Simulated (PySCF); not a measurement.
# C₂H₈Ge₂O: electronic excitations at several levels of theory

How much do the electronic excitations of C₂H₈Ge₂O (`C=[CH][GeH2][O][GeH3]`) depend on the level of theory, and what does each level cost?

Programs: PySCF 2.14.0, with density-fitted response routines of our own. Each step states its level of theory. These are calculated values for one molecule in the gas phase, unless marked as measured. Atoms are numbered from 0 throughout.

## Step 1: Starting geometry

13 atoms, charge 0, multiplicity 1; geometry from: GFN2-xTB.

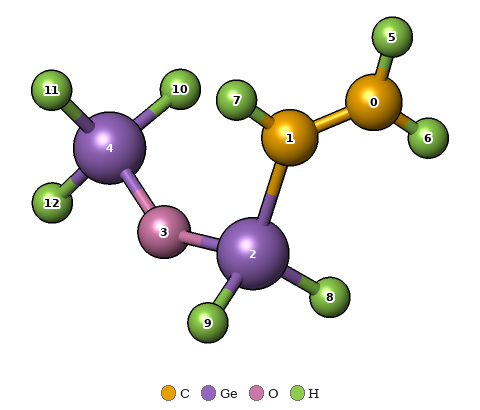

The starting geometry (carbon amber, germanium purple, oxygen pink, hydrogen green), atoms numbered.

## Step 2: Geometry optimisation at PBE0-D3(BJ)/def2-SVP

Job settings and geometry (Å):

```
{"job": {"xc": "PBE0", "basis": "def2-SVP", "d3": "d3bj", "grid": 1, "kind": "geom"}, "charge": 0, "multiplicity": 1}
C     -2.034160    -0.888449    -1.361521
C     -1.522486    -0.317102    -0.283694
Ge    -0.426338     1.299635    -0.329714
O      1.170206     0.939738     0.310999
Ge     2.294098    -0.323384     0.683336
H     -2.613165    -1.799382    -1.318412
H     -1.900588    -0.455767    -2.341609
H     -1.671159    -0.775725     0.687995
H     -0.193192     1.806852    -1.732964
H     -0.878237     2.410447     0.585454
H      2.387612    -1.278344    -0.474437
H      1.809751    -1.033932     1.916019
H      3.573270     0.415899     0.918324
```

What it wrote:

```text
step   0  E = -4308.90769729  max force = 0.015392
step   1  E = -4308.91319482  max force = 0.006762
step   2  E = -4308.91415733  max force = 0.002479
step   3  E = -4308.91429210  max force = 0.002411
step   4  E = -4308.91453104  max force = 0.005183
step   5  E = -4308.91471482  max force = 0.003307
step   6  E = -4308.91484757  max force = 0.001547
step   7  E = -4308.91489903  max force = 0.002004
step   8  E = -4308.91493766  max force = 0.001932
step   9  E = -4308.91496866  max force = 0.000924
step  10  E = -4308.91498490  max force = 0.000350
step  11  E = -4308.91499068  max force = 0.000302
optimisation converged
```

Wall time 3.1 min (1 thread, shared host).

Step by step:

```tsv
step	energy from step 0 (eV)	largest force component (eV/Å)
0	0.0000	0.7915
1	-0.1496	0.3477
2	-0.1758	0.1275
3	-0.1795	0.1240
4	-0.1860	0.2665
5	-0.1910	0.1701
6	-0.1946	0.0795
7	-0.1960	0.1030
8	-0.1970	0.0993
9	-0.1979	0.0475
10	-0.1983	0.0180
11	-0.1985	0.0155
```

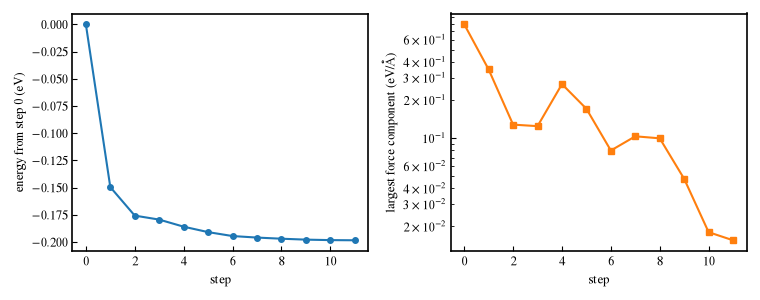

Energy and largest force along the relaxation.

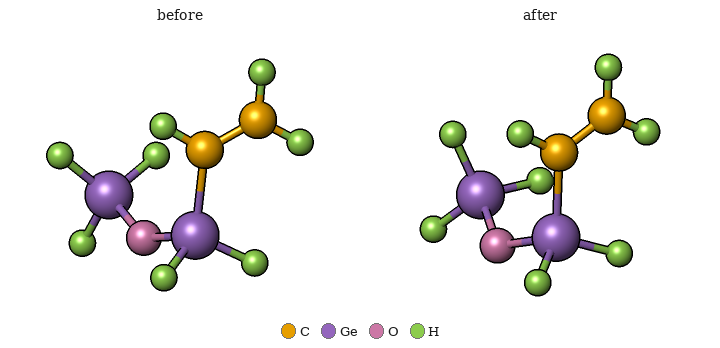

Before and after, at one scale.

Distances of close pairs at the start and the end, largest changes first:

```tsv
bond	before (Å)	after (Å)	change (Å)
O3–Ge4	1.731	1.777	+0.045
Ge4–H10	1.504	1.544	+0.041
Ge4–H12	1.496	1.536	+0.040
Ge4–H11	1.503	1.542	+0.039
Ge2–H8	1.510	1.544	+0.034
Ge2–H9	1.509	1.537	+0.028
Ge2–O3	1.758	1.782	+0.024
C0–H6	1.080	1.097	+0.017
```

The end geometry stands in the next job.

```tsv
at the end point	value
point group (found at 0.08 Å tolerance)	C1
rotational constants (GHz, main isotopes)	3.272, 0.998, 0.805
dipole moment (D)	1.69
```

## Step 3: Excited states and response: HF/def2-SVPD

Job settings and geometry (Å):

```
{"job": {"kind": "uv", "xc": "HF", "basis": "def2-SVPD", "ip": true}, "charge": 0, "multiplicity": 1}
C     -1.971824    -0.839713    -0.960316
C     -1.704761    -0.046048     0.082037
Ge    -0.642433     1.564889    -0.102294
O      0.923852     1.345762     0.718313
Ge     1.974363    -0.086861     0.698712
H     -2.561453    -1.758205    -0.859080
H     -1.613589    -0.607688    -1.970368
H     -2.086486    -0.323054     1.072568
H     -0.394638     1.805085    -1.607413
H     -1.282953     2.782667     0.582105
H      2.226046    -0.524246    -0.760755
H      1.302931    -1.234284     1.480345
H      3.283528     0.346446     1.375433
```

Method: TDDFT HF/def2-SVPD, vertical, gas phase, core orbitals frozen in the response.

What it wrote:

```text
final grid: 102680 points
cycle   1  E = -4305.2474055689  dE = -1.040e+00  |g| = 6.769e-01  |ddm| = 4.282e+00
cycle   2  E = -4305.3172406333  dE = -6.984e-02  |g| = 4.930e-01  |ddm| = 1.572e+00
cycle   3  E = -4305.3622490829  dE = -4.501e-02  |g| = 7.219e-02  |ddm| = 6.058e-01
cycle   4  E = -4305.3640465369  dE = -1.797e-03  |g| = 1.720e-02  |ddm| = 2.378e-01
cycle   5  E = -4305.3640985676  dE = -5.203e-05  |g| = 4.269e-03  |ddm| = 3.480e-02
cycle   6  E = -4305.3641034975  dE = -4.930e-06  |g| = 7.390e-04  |ddm| = 1.285e-02
cycle   7  E = -4305.3641038884  dE = -3.909e-07  |g| = 2.584e-04  |ddm| = 3.453e-03
cycle   8  E = -4305.3641039337  dE = -4.534e-08  |g| = 9.081e-05  |ddm| = 9.388e-04
cycle   9  E = -4305.3641039415  dE = -7.782e-09  |g| = 2.926e-05  |ddm| = 4.449e-04
cycle  10  E = -4305.3641039424  dE = -8.531e-10  |g| = 8.909e-06  |ddm| = 1.368e-04
converged SCF energy = -4305.3641039424

Static polarisability (au): isotropic 82.074, principal 74.048 79.167 93.008

Singlet excitations
state   eV       nm        f      main configurations
  1   7.2192    171.7   0.39821   H->L+1 0.26, H->L+4 0.20, H->L+5 0.13
  2   7.3284    169.2   0.03266   H-1->L+1 0.20, H-1->L+4 0.09
  3   8.1981    151.2   0.07462   H->L+3 0.30, H->L+2 0.19, H->L 0.18
  4   8.2320    150.6   0.02178   H-2->L+1 0.20, H-1->L+1 0.18
  5   8.6783    142.9   0.00955   H-2->L+1 0.20, H-3->L+1 0.16
  6   9.0435    137.1   0.00081   H->L+4 0.42, H->L+5 0.12, H->L+8 0.10
  7   9.1304    135.8   0.00848   H->L+5 0.22, H-4->L+1 0.14
  8   9.2637    133.8   0.02361   H->L+5 0.15, H-1->L+2 0.11, H->L+3 0.09
  9   9.3544    132.5   0.12318   H-1->L 0.23, H->L+1 0.10, H->L+3 0.09
 10   9.4080    131.8   0.04904   H-1->L 0.18, H->L+1 0.18, H->L+3 0.10

Triplet excitations (Tamm-Dancoff, eV): 3.5721 6.6444 7.5968 7.8700
Vertical ionisation energy (delta-SCF) = 9.0295 eV
```

It took 69 s on 1 thread, shared host.

Frontier orbitals and where they lie:

```tsv
orbital	eV	atoms
HOMO−3	-12.51	Ge4 27 %, H12 19 %, H11 14 %
HOMO−2	-11.87	O3 31 %, Ge2 14 %, Ge4 13 %
HOMO−1	-11.58	O3 28 %, C1 17 %, Ge2 14 %
HOMO	-10.67	C1 41 %, C0 39 %, Ge2 5 %
LUMO	2.23	Ge4 48 %, H12 8 %, Ge2 8 %
LUMO+1	2.40	Ge2 34 %, Ge4 14 %, O3 10 %
LUMO+2	2.65	Ge2 29 %, Ge4 23 %, C0 13 %
```

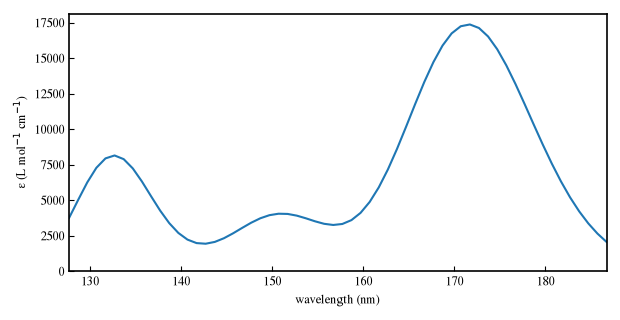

Absorption spectrum: each of the 10 states is a Gaussian band of 0.4 eV half-width at 1/e. Beyond the last state computed it falls off for lack of states.

Further results of this job:

```tsv
property	computed
dipole moment (D)	1.85
polarisability (Å³)	12.16
HOMO–LUMO gap (eV)	12.90
−ε(HOMO) (eV)	10.67
```

## Step 4: Excited states and response: LDA/def2-SVPD

Settings changed since step 3:

```diff
@@ -1,2 +1,2 @@
-{"job": {"kind": "uv", "xc": "HF", "basis": "def2-SVPD", "ip": true}, "charge": 0, "multiplicity": 1}
+{"job": {"kind": "uv", "xc": "LDA", "basis": "def2-SVPD", "ip": true}, "charge": 0, "multiplicity": 1}
 C     -1.971824    -0.839713    -0.960316
```

With the program's defaults for keys left out, this is: TDDFT LDA/def2-SVPD, vertical, gas phase, core orbitals frozen in the response.

What it wrote:

```text
coarse grid: 50152 points
cycle   1  E = -4301.7852747107  dE = -8.621e-01  |g| = 1.216e+00  |ddm| = 4.904e+00
cycle   2  E = -4299.9885233889  dE =  1.797e+00  |g| = 3.017e+00  |ddm| = 6.313e+00
cycle   3  E = -4301.9014167179  dE = -1.913e+00  |g| = 7.383e-01  |ddm| = 5.767e+00
cycle   4  E = -4302.0126700624  dE = -1.113e-01  |g| = 1.099e-01  |ddm| = 1.150e+00
cycle   5  E = -4302.0137540341  dE = -1.084e-03  |g| = 8.004e-02  |ddm| = 2.840e-01
cycle   6  E = -4302.0152818162  dE = -1.528e-03  |g| = 3.139e-02  |ddm| = 1.110e-01
cycle   7  E = -4302.0155315445  dE = -2.497e-04  |g| = 1.126e-02  |ddm| = 4.276e-02
cycle   8  E = -4302.0155624369  dE = -3.089e-05  |g| = 2.318e-03  |ddm| = 1.547e-02
cycle   9  E = -4302.0155635860  dE = -1.149e-06  |g| = 6.029e-04  |ddm| = 3.723e-03
final grid: 102680 points
cycle  10  E = -4302.0155715870  dE =  3.171e-07  |g| = 1.587e-03  |ddm| = 1.090e-02
cycle  11  E = -4302.0155678885  dE =  3.699e-06  |g| = 4.583e-03  |ddm| = 8.846e-03
cycle  12  E = -4302.0155720962  dE = -4.208e-06  |g| = 1.639e-04  |ddm| = 6.477e-03
cycle  13  E = -4302.0155721038  dE = -7.622e-09  |g| = 2.787e-05  |ddm| = 2.879e-04
cycle  14  E = -4302.0155721040  dE = -1.546e-10  |g| = 1.227e-05  |ddm| = 4.267e-05
converged SCF energy = -4302.0155721040

Static polarisability (au): isotropic 93.804, principal 83.233 92.791 105.389

Singlet excitations
state   eV       nm        f      main configurations
  1   4.6893    264.4   0.00221   H->L 0.98
  2   5.1486    240.8   0.00511   H-1->L 0.94
  3   5.9230    209.3   0.00435   H->L+1 0.86, H-3->L 0.12
  4   5.9893    207.0   0.03815   H-3->L 0.60, H-2->L 0.21, H->L+1 0.08
  5   6.1121    202.9   0.05014   H-4->L 0.30, H-2->L 0.24, H-3->L 0.21
  6   6.2169    199.4   0.01854   H->L+2 0.95
  7   6.2492    198.4   0.01753   H-4->L 0.59, H-2->L+1 0.22, H-2->L 0.10
  8   6.3500    195.3   0.00974   H-1->L+1 0.88
  9   6.6190    187.3   0.02128   H-1->L+2 0.95
 10   6.7948    182.5   0.00451   H->L+3 0.98

Triplet excitations (Tamm-Dancoff, eV): 4.4941 4.6194 4.9132 5.6990
Vertical ionisation energy (delta-SCF) = 9.4712 eV
Vertical electron affinity (delta-SCF) = -0.2601 eV
```

Run time: 2.8 min. Hardware: 1 thread, shared host.

This run: HOMO -6.67 eV, LUMO -2.07 eV; lowest singlet 4.69 eV.

## Step 5: Excited states and response: PBE/def2-SVPD

Settings changed since step 4:

```diff
@@ -1,2 +1,2 @@
-{"job": {"kind": "uv", "xc": "LDA", "basis": "def2-SVPD", "ip": true}, "charge": 0, "multiplicity": 1}
+{"job": {"kind": "uv", "xc": "PBE", "basis": "def2-SVPD", "ip": true}, "charge": 0, "multiplicity": 1}
 C     -1.971824    -0.839713    -0.960316
```

With the program's defaults for keys left out, this is: TDDFT PBE/def2-SVPD, vertical, gas phase, core orbitals frozen in the response.

What it wrote:

```text
coarse grid: 50152 points
cycle   1  E = -4308.5612782266  dE = -8.654e-01  |g| = 1.190e+00  |ddm| = 4.809e+00
cycle   2  E = -4306.7989187356  dE =  1.762e+00  |g| = 2.970e+00  |ddm| = 6.010e+00
cycle   3  E = -4308.6916753426  dE = -1.893e+00  |g| = 6.778e-01  |ddm| = 5.447e+00
cycle   4  E = -4308.7883783220  dE = -9.670e-02  |g| = 1.207e-01  |ddm| = 1.104e+00
cycle   5  E = -4308.7900766398  dE = -1.698e-03  |g| = 7.416e-02  |ddm| = 2.555e-01
cycle   6  E = -4308.7913678020  dE = -1.291e-03  |g| = 2.970e-02  |ddm| = 1.043e-01
cycle   7  E = -4308.7916002514  dE = -2.324e-04  |g| = 1.007e-02  |ddm| = 4.208e-02
cycle   8  E = -4308.7916249397  dE = -2.469e-05  |g| = 2.027e-03  |ddm| = 1.322e-02
cycle   9  E = -4308.7916257689  dE = -8.292e-07  |g| = 4.989e-04  |ddm| = 3.087e-03
final grid: 102680 points
cycle  10  E = -4308.7916296985  dE =  1.603e-07  |g| = 1.284e-03  |ddm| = 1.114e-02
cycle  11  E = -4308.7916273394  dE =  2.359e-06  |g| = 3.621e-03  |ddm| = 6.720e-03
cycle  12  E = -4308.7916300493  dE = -2.710e-06  |g| = 1.311e-04  |ddm| = 4.845e-03
cycle  13  E = -4308.7916300543  dE = -4.960e-09  |g| = 2.091e-05  |ddm| = 2.316e-04
cycle  14  E = -4308.7916300543  dE = -7.276e-11  |g| = 1.113e-05  |ddm| = 3.971e-05
converged SCF energy = -4308.7916300543

Static polarisability (au): isotropic 91.968, principal 81.498 90.993 103.412

Singlet excitations
state   eV       nm        f      main configurations
  1   4.8300    256.7   0.00263   H->L 0.98
  2   5.2896    234.4   0.00676   H-1->L 0.88, H-2->L 0.10
  3   6.0459    205.1   0.01054   H->L+1 0.93
  4   6.1208    202.6   0.07696   H-3->L 0.37, H-2->L 0.37, H-2->L+1 0.17
  5   6.2302    199.0   0.02479   H-3->L 0.54, H-2->L+1 0.13, H-2->L 0.10
  6   6.2863    197.2   0.01471   H->L+2 0.97
  7   6.4013    193.7   0.00155   H-4->L 0.85, H-1->L+1 0.10
  8   6.4816    191.3   0.01114   H-1->L+1 0.75, H-2->L+1 0.13
  9   6.6708    185.9   0.01350   H-1->L+2 0.95
 10   6.8217    181.7   0.00332   H->L+3 0.98

Triplet excitations (Tamm-Dancoff, eV): 4.3286 4.6588 5.0211 5.7839
Vertical ionisation energy (delta-SCF) = 9.3602 eV
Vertical electron affinity (delta-SCF) = -0.4632 eV
```

Wall time 3.8 min (1 thread, shared host).

In short: HOMO -6.58 eV, LUMO -1.83 eV; lowest singlet 4.83 eV.

## Step 6: Ultraviolet spectrum: B3LYP/def2-SVPD

Settings changed since step 5:

```diff
@@ -1,2 +1,2 @@
-{"job": {"kind": "uv", "xc": "PBE", "basis": "def2-SVPD", "ip": true}, "charge": 0, "multiplicity": 1}
+{"job": {"kind": "uv", "xc": "B3LYP", "basis": "def2-SVPD", "ip": true}, "charge": 0, "multiplicity": 1}
 C     -1.971824    -0.839713    -0.960316
```

With the program's defaults for keys left out, this is: TDDFT B3LYP/def2-SVPD, vertical, gas phase, core orbitals frozen in the response.

What it wrote:

```text
coarse grid: 50152 points
cycle   1  E = -4309.5385290777  dE = -9.129e-01  |g| = 1.046e+00  |ddm| = 4.735e+00
cycle   2  E = -4308.7987496840  dE =  7.398e-01  |g| = 2.143e+00  |ddm| = 4.317e+00
cycle   3  E = -4309.6957218718  dE = -8.970e-01  |g| = 3.534e-01  |ddm| = 3.512e+00
cycle   4  E = -4309.7198894769  dE = -2.417e-02  |g| = 7.065e-02  |ddm| = 5.821e-01
cycle   5  E = -4309.7207118857  dE = -8.224e-04  |g| = 1.290e-02  |ddm| = 1.081e-01
cycle   6  E = -4309.7207534375  dE = -4.155e-05  |g| = 4.318e-03  |ddm| = 2.199e-02
cycle   7  E = -4309.7207575917  dE = -4.154e-06  |g| = 6.088e-04  |ddm| = 6.024e-03
final grid: 102680 points
cycle   8  E = -4309.7207531063  dE = -7.701e-08  |g| = 7.118e-04  |ddm| = 9.957e-03
cycle   9  E = -4309.7207528780  dE =  2.283e-07  |g| = 1.179e-03  |ddm| = 2.557e-03
cycle  10  E = -4309.7207532397  dE = -3.617e-07  |g| = 1.618e-04  |ddm| = 1.492e-03
cycle  11  E = -4309.7207532464  dE = -6.710e-09  |g| = 2.993e-05  |ddm| = 2.299e-04
cycle  12  E = -4309.7207532466  dE = -2.146e-10  |g| = 3.214e-06  |ddm| = 4.848e-05
converged SCF energy = -4309.7207532466

Static polarisability (au): isotropic 89.130, principal 79.593 87.678 100.120

Singlet excitations
state   eV       nm        f      main configurations
  1   5.6877    218.0   0.00413   H->L 0.92
  2   6.0737    204.1   0.00265   H-2->L 0.86
  3   6.6361    186.8   0.16417   H-1->L 0.61, H->L+1 0.15, H-3->L 0.08
  4   6.7661    183.2   0.03825   H->L+1 0.42, H->L+2 0.14, H-1->L 0.12
  5   6.9827    177.6   0.00445   H-3->L 0.56, H->L+1 0.25, H-2->L+1 0.09
  6   7.0352    176.2   0.02183   H->L+2 0.81, H->L+1 0.12
  7   7.2070    172.0   0.00899   H-2->L+1 0.51, H-2->L+2 0.12, H-1->L+1 0.11
  8   7.2883    170.1   0.02973   H-1->L+2 0.53, H-1->L+1 0.32
  9   7.3455    168.8   0.00134   H-4->L 0.74, H-1->L+2 0.14
 10   7.4455    166.5   0.04563   H-2->L+2 0.78, H-2->L+1 0.12

Triplet excitations (Tamm-Dancoff, eV): 4.3020 5.3596 5.7504 6.3596
Vertical ionisation energy (delta-SCF) = 10.0769 eV
```

Run time: 3.7 min. Hardware: 1 thread, shared host.

Key values: HOMO -7.79 eV, LUMO -1.09 eV; lowest singlet 5.69 eV.

## Step 7: TDDFT and polarisability: PBE0/def2-SVPD

Settings changed since step 6:

```diff
@@ -1,2 +1,2 @@
-{"job": {"kind": "uv", "xc": "B3LYP", "basis": "def2-SVPD", "ip": true}, "charge": 0, "multiplicity": 1}
+{"job": {"kind": "uv", "xc": "PBE0", "basis": "def2-SVPD", "ip": true}, "charge": 0, "multiplicity": 1}
 C     -1.971824    -0.839713    -0.960316
```

Method: TDDFT PBE0/def2-SVPD, vertical, gas phase, core orbitals frozen in the response.

What it wrote:

```text
coarse grid: 50152 points
cycle   1  E = -4308.7670082645  dE = -9.487e-01  |g| = 9.418e-01  |ddm| = 4.573e+00
cycle   2  E = -4308.2862839763  dE =  4.807e-01  |g| = 1.790e+00  |ddm| = 3.643e+00
cycle   3  E = -4308.9039539943  dE = -6.177e-01  |g| = 2.643e-01  |ddm| = 2.834e+00
cycle   4  E = -4308.9172556528  dE = -1.330e-02  |g| = 5.295e-02  |ddm| = 4.311e-01
cycle   5  E = -4308.9177095936  dE = -4.539e-04  |g| = 6.966e-03  |ddm| = 7.625e-02
cycle   6  E = -4308.9177211840  dE = -1.159e-05  |g| = 2.582e-03  |ddm| = 1.306e-02
cycle   7  E = -4308.9177224503  dE = -1.266e-06  |g| = 4.722e-04  |ddm| = 3.554e-03
final grid: 102680 points
cycle   8  E = -4308.9177215293  dE = -4.762e-08  |g| = 5.702e-04  |ddm| = 7.314e-03
cycle   9  E = -4308.9177213952  dE =  1.341e-07  |g| = 9.365e-04  |ddm| = 1.807e-03
cycle  10  E = -4308.9177216071  dE = -2.119e-07  |g| = 1.038e-04  |ddm| = 1.118e-03
cycle  11  E = -4308.9177216093  dE = -2.170e-09  |g| = 1.966e-05  |ddm| = 1.592e-04
cycle  12  E = -4308.9177216094  dE = -4.184e-11  |g| = 6.552e-06  |ddm| = 3.734e-05
converged SCF energy = -4308.9177216094

Static polarisability (au): isotropic 88.191, principal 78.732 86.784 99.057

Singlet excitations
state   eV       nm        f      main configurations
  1   5.8321    212.6   0.00372   H->L 0.89
  2   6.2289    199.0   0.00195   H-2->L 0.83
  3   6.8026    182.3   0.18100   H-1->L 0.62, H->L+1 0.14, H-3->L 0.12
  4   6.9297    178.9   0.05556   H->L+1 0.37, H-1->L 0.17, H-3->L 0.15
  5   7.1812    172.7   0.00183   H-3->L 0.44, H->L+1 0.28, H-2->L+1 0.14
  6   7.3129    169.5   0.03106   H->L+2 0.86, H->L+1 0.12
  7   7.4150    167.2   0.00461   H-2->L+1 0.42, H-4->L 0.26, H-3->L 0.10
  8   7.5522    164.2   0.00938   H-4->L 0.59, H-1->L+1 0.19, H-2->L+1 0.10
  9   7.5675    163.8   0.03293   H-1->L+2 0.73
 10   7.7114    160.8   0.03154   H-2->L+2 0.83

Triplet excitations (Tamm-Dancoff, eV): 4.2117 5.4364 5.8685 6.4690
Vertical ionisation energy (delta-SCF) = 9.7842 eV
```

Wall time 3.5 min (1 thread, shared host).

In short: HOMO -8.02 eV, LUMO -0.86 eV; lowest singlet 5.83 eV.

## Step 8: Excited states and response: BHandHLYP/def2-SVPD

Settings changed since step 7:

```diff
@@ -1,2 +1,2 @@
-{"job": {"kind": "uv", "xc": "PBE0", "basis": "def2-SVPD", "ip": true}, "charge": 0, "multiplicity": 1}
+{"job": {"kind": "uv", "xc": "BHandHLYP", "basis": "def2-SVPD", "ip": true}, "charge": 0, "multiplicity": 1}
 C     -1.971824    -0.839713    -0.960316
```

With the program's defaults for keys left out, this is: TDDFT BHandHLYP/def2-SVPD, vertical, gas phase, core orbitals frozen in the response.

What it wrote:

```text
coarse grid: 50152 points
cycle   1  E = -4309.3650017250  dE = -9.803e-01  |g| = 8.321e-01  |ddm| = 4.485e+00
cycle   2  E = -4309.2232988360  dE =  1.417e-01  |g| = 1.197e+00  |ddm| = 2.707e+00
cycle   3  E = -4309.4890314032  dE = -2.657e-01  |g| = 1.229e-01  |ddm| = 1.731e+00
cycle   4  E = -4309.4916654228  dE = -2.634e-03  |g| = 4.329e-02  |ddm| = 2.325e-01
cycle   5  E = -4309.4919412077  dE = -2.758e-04  |g| = 3.263e-03  |ddm| = 5.586e-02
cycle   6  E = -4309.4919438704  dE = -2.663e-06  |g| = 1.457e-03  |ddm| = 1.078e-02
final grid: 102680 points
cycle   7  E = -4309.4919392993  dE =  1.292e-07  |g| = 1.747e-03  |ddm| = 6.444e-03
cycle   8  E = -4309.4919388830  dE =  4.163e-07  |g| = 2.146e-03  |ddm| = 4.993e-03
cycle   9  E = -4309.4919400222  dE = -1.139e-06  |g| = 1.139e-04  |ddm| = 2.696e-03
cycle  10  E = -4309.4919400241  dE = -1.868e-09  |g| = 2.045e-05  |ddm| = 1.276e-04
cycle  11  E = -4309.4919400242  dE = -1.255e-10  |g| = 1.525e-05  |ddm| = 6.166e-05
converged SCF energy = -4309.4919400242

Static polarisability (au): isotropic 85.583, principal 76.864 83.541 96.343

Singlet excitations
state   eV       nm        f      main configurations
  1   6.4909    191.0   0.00182   H-1->L 0.63, H-2->L 0.15
  2   6.9780    177.7   0.04793   H-2->L 0.45, H->L 0.22, H-1->L+2 0.11
  3   7.1177    174.2   0.30048   H->L 0.68, H-1->L 0.13, H-2->L 0.10
  4   7.5483    164.3   0.00541   H-3->L 0.24, H-1->L+2 0.23, H-2->L 0.18
  5   7.8184    158.6   0.07435   H->L+1 0.53, H->L+3 0.20, H->L+4 0.17
  6   8.0834    153.4   0.02695   H-1->L+1 0.39, H-4->L 0.16, H-2->L+2 0.16
  7   8.1068    152.9   0.02254   H-1->L+1 0.40, H-1->L+2 0.15, H-2->L+2 0.14
  8   8.2417    150.4   0.04395   H->L+2 0.58, H->L+3 0.12
  9   8.4029    147.5   0.02497   H-1->L+3 0.36, H-3->L 0.20, H-2->L+1 0.08
 10   8.4231    147.2   0.08874   H-2->L+1 0.66

Triplet excitations (Tamm-Dancoff, eV): 4.1266 5.9942 6.5706 7.0708
Vertical ionisation energy (delta-SCF) = 9.9925 eV
```

It took 3.9 min on 1 thread, shared host.

Key values: HOMO -9.20 eV, LUMO 0.14 eV; lowest singlet 6.49 eV.

[end of part 1 of 2]
